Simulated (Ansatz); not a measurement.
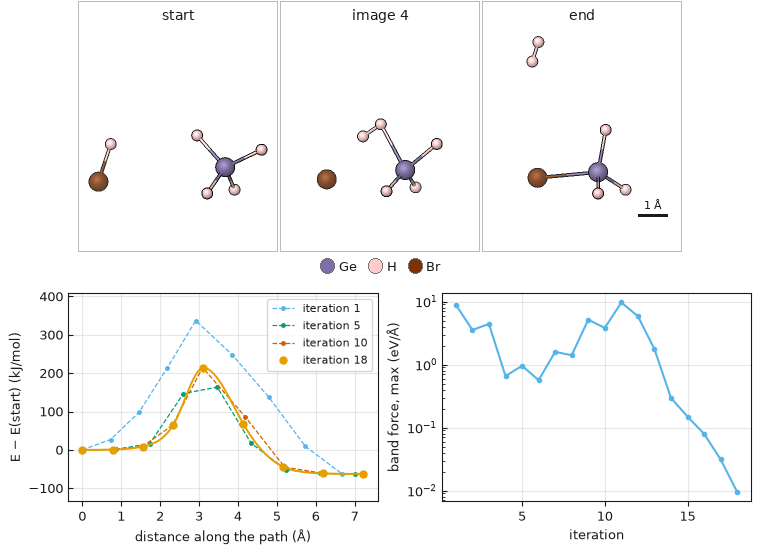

NEB run on GeH5Br, made up at the start of GeH$_{4}$ and HBr. Images are numbered from 0 (start) to 8 (end). The plot follows the band through its iterations. Style: ball-and-stick. Shown at a tilt.

The calculation used RHF/def2-mTZVP in Ansatz 0.2.0. Run with 7 movable images; climbing image; force threshold 0.03 eV/Å; iteration limit 60; starting path through a guess of the saddle point.

How did the profile develop, and is the result final?

Answer. The result is final at these settings. The band converged in 18 iterations. The largest component of the band force went from 8.9 to 0.0095 eV/Å. The climbing image converged on the top of the path. Its vibrational analysis gives one imaginary mode (731i cm⁻¹), as a transition state must have. The first iteration put the highest image at 337.0 kJ/mol. Forward barrier 213.8 kJ/mol, backward barrier 276.3 kJ/mol, with image 4 at the top; the reaction energy is −62.5 kJ/mol.

Limits of the set-up: the start holds two separate molecules, 3.3 Å apart at their closest, whose relative position is a soft coordinate and is computed without a dispersion correction; Hartree-Fock leaves out electron correlation.
